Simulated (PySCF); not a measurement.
# OS, triplet, SMILES `[S][O]`: electronic structure

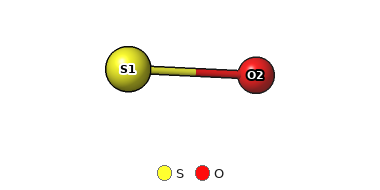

The molecule, with its atoms numbered as below. No frequency check shows the geometry to be a minimum.

Geometry (Å), atoms numbered from 1:

```
S1       0.4890    0.0000    0.0000
O2      -0.9780    0.0000    0.0000
```

### 1. Bonding charge

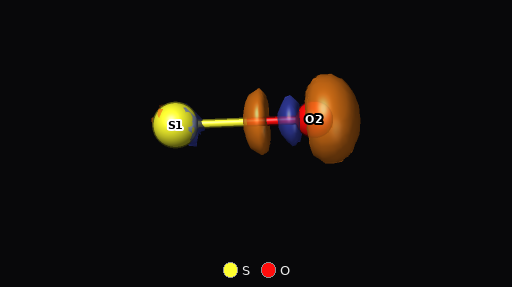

Deformation density (molecule less spherical, spin-averaged free atoms at the same positions), surfaces at ±0.15 e/Å³; orange: gain, blue: loss.

Level of theory: PBE/cc-pVDZ (PySCF), at a geometry from GFN2-xTB. The stability of the open-shell solution wasn't checked. GFN2-xTB doesn't know the spin state, so this open-shell geometry is rough.

**Describe the bonding that the map shows.**

S1–O2: −0.04 e/Å³ at the bond critical point (bond length 1.47 Å, Mayer order 2.0); up to 0.6 Å beside the axis the gain reaches +0.26 e/Å³. In all, 0.3 electrons gather in the regions of gain relative to the promolecule. A small or negative value marks a very polar bond, one between electron-rich atoms, whose free-atom densities already overlap strongly, a long bond to a heavier atom, or a closed-shell contact such as a hydrogen bond.

### 2. Bond critical points

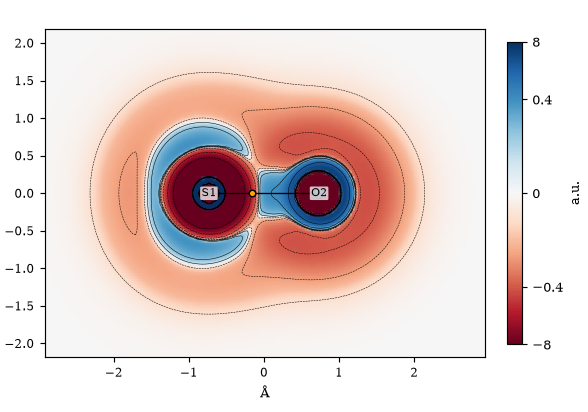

Negative Laplacian of the density (−∇²ρ) in a plane that holds the bond (blue positive, red negative, colour scale in a.u., logarithmic beyond ±0.04), with bond paths and bond critical points (dots).

**At which bond critical points in this plane is charge locally concentrated, and at which depleted?**

At none is it concentrated. Depleted (∇²ρ > 0): S1–O2 (+1.38 a.u., H = −0.215). A positive Laplacian with clearly negative H marks a strongly polar covalent bond, whose critical point lies close to the core of the less electronegative atom.

**Where along S1–O2 does the critical point lie?**

0.58 Å from S1 and 0.89 Å from O2.

### 3. Local ionisation energy

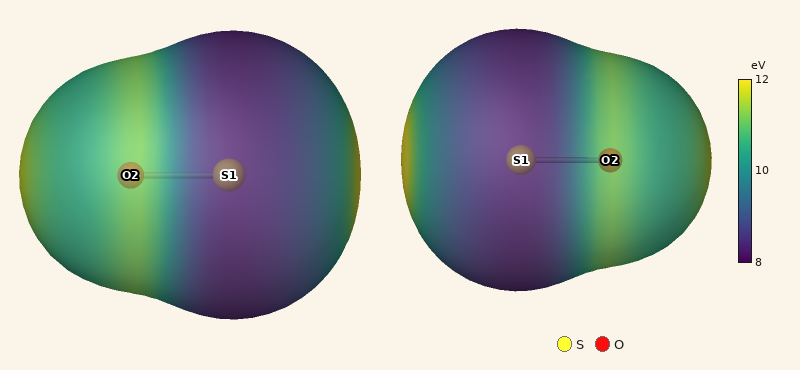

Average local ionisation energy on the surface of electron density 0.001 a.u. (back view left, front view right).

**Locate the minima of the map.**

The lowest value is 8.3 eV, 2.2 Å from S1, and at like points elsewhere. For comparison, the highest occupied orbital lies at −5.6 eV.

**What volume does the surface enclose, and what is the dipole moment?**

About 48 Å³; the dipole moment is 1.3 D.

### 4. Spin density

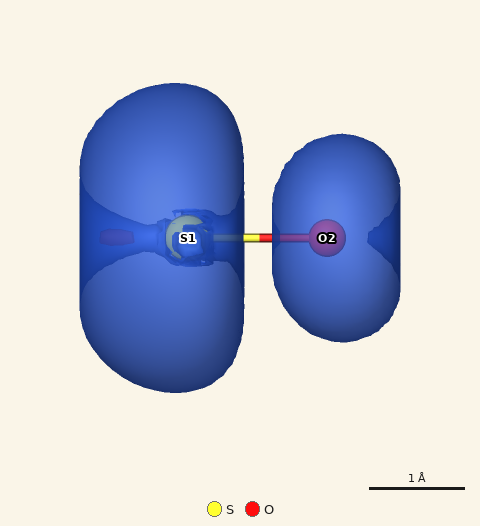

Spin density ρα − ρβ at ±0.02 e/Å³ (blue: excess α, red: excess β).

**Where is the unpaired spin?**

Hirshfeld spin populations: S1 +1.24 and O2 +0.76. ⟨S²⟩ = 2.00, as for a pure state.

### 5. In an electric field

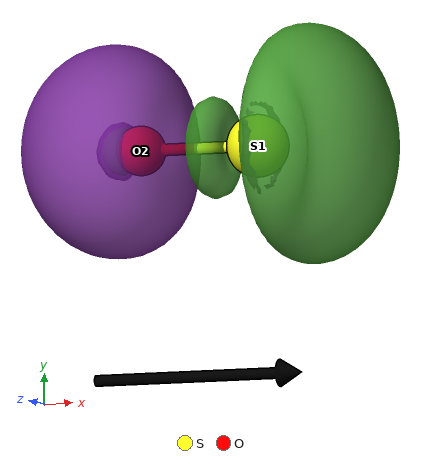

Change of the electron density in a uniform field of 0.10 V/Å along +x (arrow), surfaces at ±0.0005 e/Å³ (purple: gain, green: loss).

PySCF calculation, BLYP/def2-SVPD, gas phase; geometry: GFN2-xTB. The stability of the open-shell solution wasn't checked. GFN2-xTB doesn't know the spin state, so this open-shell geometry is rough.

The field was applied in both directions; the picture shows the one opposite to the script's first.

**What dipole is induced, and what polarisability does it imply?**

The induced dipole is 0.15 D (along the field); α along this axis, from the fields in both directions, is 29 bohr³ (4.3 Å³).
